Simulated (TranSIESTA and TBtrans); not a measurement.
System: Ge chain with one Ga atom in place of Ge. Leads: straight Ge chain, spacing 2.4 Å. Geometry: 3 atoms about the centre moved by SIESTA (PBE, DZP) to a largest force of 0.02 eV/Å, all others as built, motion along the axis alone.

Computed with TranSIESTA and TBtrans, PBE, DZP numerical orbitals (energy shift 0.15 eV), PseudoDojo norm-conserving scalar-relativistic potentials, mesh cutoff 200 Ry, 300 K, no spin polarisation, no spin-orbit coupling; self-consistent non-equilibrium Green functions.

Energies count from the leads' Fermi level. Transmissions are for one spin of a degenerate pair. The energy step is 0.01 eV; narrower resonances are cut or missed.

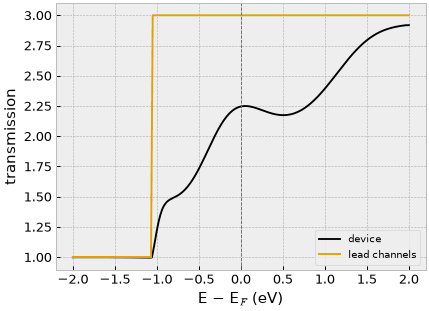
*Transmission against energy*

| E (eV) | T | lead channels |
|---|---|---|
| -2.00 | 1.00 | 1 |
| -1.80 | 1.00 | 1 |
| -1.60 | 1.00 | 1 |
| -1.40 | 1.00 | 1 |
| -1.20 | 1.00 | 1 |
| -1.00 | 1.22 | 3 |
| -0.80 | 1.49 | 3 |
| -0.60 | 1.61 | 3 |
| -0.40 | 1.87 | 3 |
| -0.20 | 2.13 | 3 |
| 0.00 | 2.25 | 3 |
| 0.20 | 2.23 | 3 |
| 0.40 | 2.18 | 3 |
| 0.60 | 2.18 | 3 |
| 0.80 | 2.25 | 3 |
| 1.00 | 2.39 | 3 |
| 1.20 | 2.57 | 3 |
| 1.40 | 2.73 | 3 |
| 1.60 | 2.84 | 3 |
| 1.80 | 2.90 | 3 |
| 2.00 | 2.92 | 3 |

The straight chain is held at its spacing; free chains may zigzag or dimerise. No spin-polarised start was tried, so a magnetic state, if there is one, is missed.
